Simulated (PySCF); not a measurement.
System: C₆H₁₀OSi (SMILES C=C(C)[C@H]1C[SiH2]C1=O).

```xyz
18

C     1.0403    0.7610    0.9864
C     1.0439    0.0939   -0.1588
C     2.2025    0.1281   -1.1066
C    -0.1446   -0.6645   -0.6793
C    -1.2010   -1.1107    0.3526
Si   -2.3929    0.3276   -0.0841
C    -0.9946    0.3761   -1.4189
O    -0.7695    0.9131   -2.4692
H     0.2002    0.7692    1.6583
H     1.9033    1.3205    1.3050
H     2.6010   -0.8746   -1.2625
H     2.9975    0.7682   -0.7338
H     1.8663    0.5082   -2.0716
H     0.1988   -1.4652   -1.3381
H    -0.8126   -1.1845    1.3651
H    -1.5959   -2.0928    0.0946
H    -3.7291   -0.0248   -0.5541
H    -2.4223    1.4575    0.8386
```

Geometry: GFN2-xTB.

All numbers below come from wB97X-D/def2-SVPD, SCF density, gas phase in PySCF.

What will maps of the electron density and electron localisation function show?

C–C (1.33 Å): ρ at the midpoint is about 2.3 e/Å³; the ELF peaks at about 0.95 between the atoms (a short, multiple covalent bond).
C–H (1.08 Å): the density is about 2 e/Å³ at the midpoint; the ELF climbs to about 1 towards the hydrogen, as it does in any bond to H: an ordinary covalent bond to hydrogen.
C–C (1.50 Å): ρ is about 1.7 e/Å³ halfway; the ELF peaks at about 0.95 between the atoms (a shared electron pair).

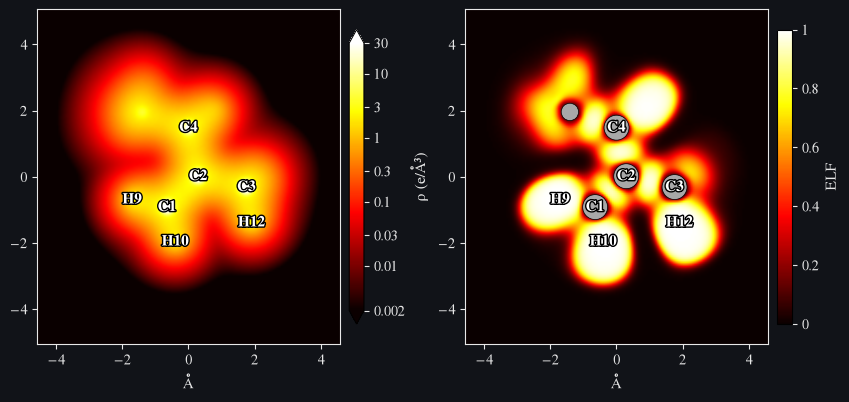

Computed electron density and electron localisation function on the plane of atoms C2, C3 and H12, in this order. Grey discs cover the atomic cores in the ELF map. 
